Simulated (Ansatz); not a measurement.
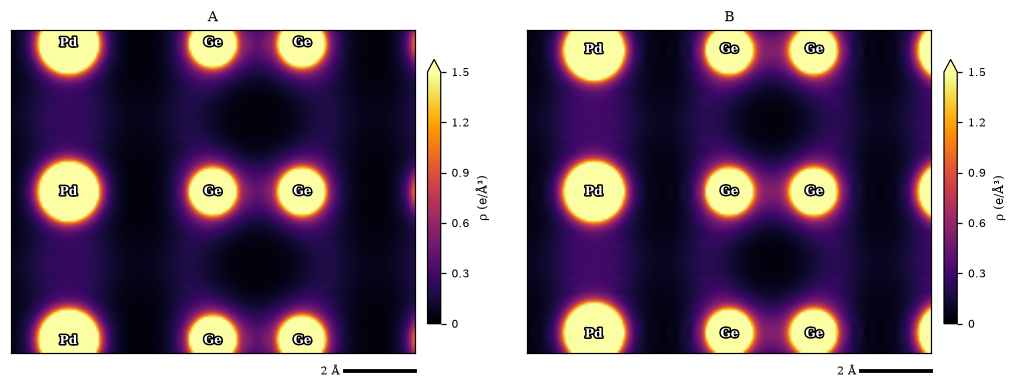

Ge$_{6}$Pd. The valence electron density of two cells that differ in size and shape, on the (11̄0) plane of each (indices in the axes of the calculation cell), at one length scale and on one colour scale; one has 20.9 and the other 24.4 Å³ an atom.

The calculation used DFT PBE, scalar-relativistic, plane waves, PAW in Ansatz 0.2.0.

The density is the valence pseudo-density of a PAW calculation; it isn't the true density close to the nuclei.

The larger cell:

```cif
data_structure
_symmetry_space_group_name_H-M 'P 1'
_symmetry_Int_Tables_number 1
_cell_length_a 4.2627
_cell_length_b 4.2627
_cell_length_c 10.8530
_cell_angle_alpha 90.000
_cell_angle_beta 90.000
_cell_angle_gamma 120.000
_cell_volume 170.78
loop_
_atom_site_label
_atom_site_type_symbol
_atom_site_fract_x
_atom_site_fract_y
_atom_site_fract_z
_atom_site_occupancy
Ge1 Ge 0.33333 0.66667 0.06706 1
Ge2 Ge 0.33333 0.66667 0.30621 1
Ge3 Ge 0.00000 0.00000 0.38193 1
Ge4 Ge 0.00000 0.00000 0.61807 1
Ge5 Ge 0.66667 0.33333 0.93294 1
Ge6 Ge 0.66667 0.33333 0.69379 1
Pd1 Pd 0.00000 0.00000 0.00000 1
```

The smaller cell: a = 4.072 Å, b = 4.072 Å, c = 10.212 Å, α = 90.00°, β = 90.00°, γ = 120.00°.

Question: Which is the denser cell? Describe the effect of the change.

Answer: Panel B is the smaller cell, by 14 % in volume. From the larger cell to the smaller, Ge–Ge goes from 2.56 to 2.43 Å, and the density at its midpoint from 0.41 to 0.53 e/Å³; the pressure goes from −3.2 to 7 GPa.
